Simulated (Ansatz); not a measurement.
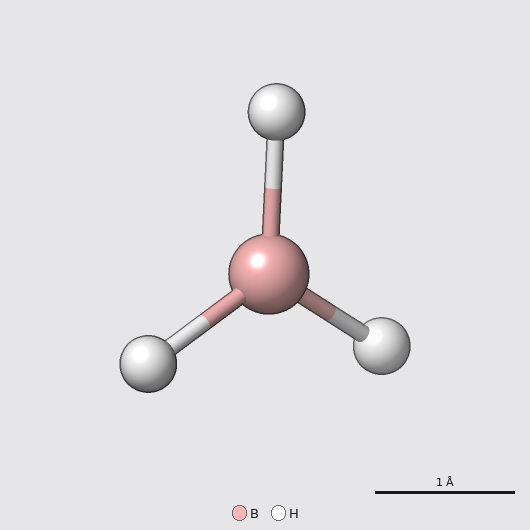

Every bond is drawn as one stick, whatever its order.

Computed geometry: PBE0-D4/def2-TZVP optimisation.

Count the atoms of each element.

BH3, 4 atoms: 1 boron and 3 hydrogen.

Give the symmetry (Schoenflies symbol).

D3h.

How many sets of symmetry-equivalent atoms are there?

2: 1 B, 3 H.

More results for the same structure follow; atom numbers are the same in all pictures, views and colours differ.

## Electronic properties

Method: RHF-CCSD(T), frozen core/def2-QZVPP (Ansatz 0.2.0).

What is the T1 diagnostic?

0.007.

## Thermal motion

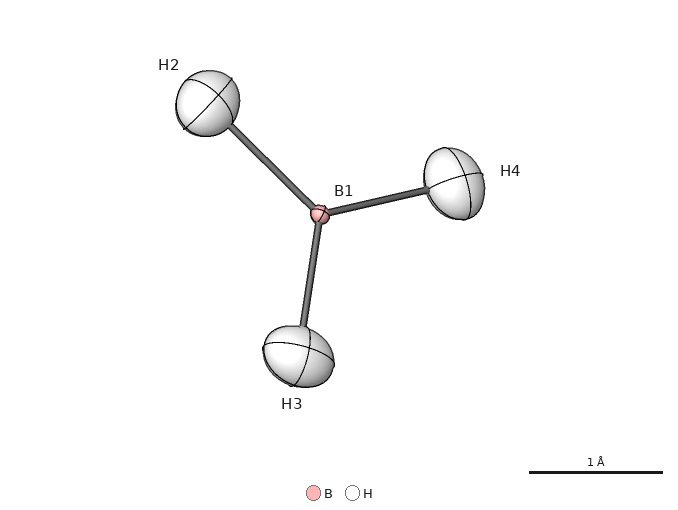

Displacement ellipsoids at the 50 % level, enlarged 2 times, from the internal vibrations of the free molecule (harmonic, no overall translation or rotation; no half-axis is drawn under 0.075 Å). Vibrations computed with RKS PBE0-D4/def2-TZVP (Ansatz 0.2.0). Temperature: 400 K.

Which atom moves most?

H2, H3, H4, with U_eq = 0.0061 Å².

Give the displacement parameters, one line for each set of equivalent atoms.

```csv
atom,U_eq (Å²),rms amplitudes (Å)
B1,0.00024,"0.014, 0.014, 0.018"
"H2, H3, H4",0.0061,"0.063, 0.077, 0.093"
```

## Charges

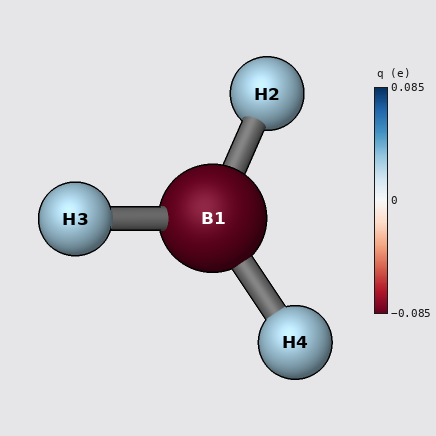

Atoms are coloured by their Mulliken charges. Method: RKS PBE0-D4/def2-TZVP (Ansatz 0.2.0).

List the Mulliken charges.

| atom | value (e) |
| --- | --- |
| B1 | −0.08 |
| H2 | 0.03 |
| H3 | 0.03 |
| H4 | 0.03 |

Mulliken values depend strongly on the basis set and can even reverse the polarity of a bond.
